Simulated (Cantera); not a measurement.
Charge: 1 mol Fe, 0.031 mol CO2, 60 mol CO, at 0.0220 bar.

Method: chemical equilibrium by Gibbs-energy minimisation in Cantera with the NASA 1993 tables (ideal gas, pure condensed phases). Candidate condensed phases: C, Fe, Fe(CO)5, FeO, Fe2O3, Fe3O4; 15 gas species. Condensed phases not in the tables: cementite and carbon dissolved in iron. Equilibrium is a limit: real reactors are often held back by kinetics, nucleation or transport.

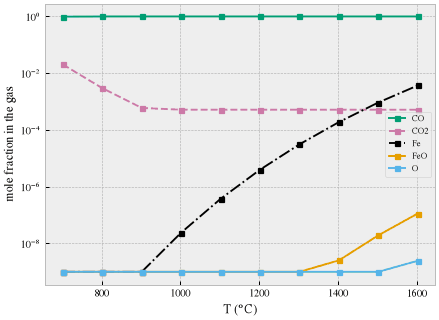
Fig. 1. Equilibrium gas composition (values under 1e-9 drawn at 1e-9)

From 702 °C to 802 °C the condensed part is C(graphite) + Fe(α). At 902 °C the condensed part is Fe(α). From 1002 °C to 1302 °C the condensed part is Fe(γ). From 1402 °C to 1502 °C the condensed part is Fe(δ). At 1602 °C the condensed part is Fe(l).
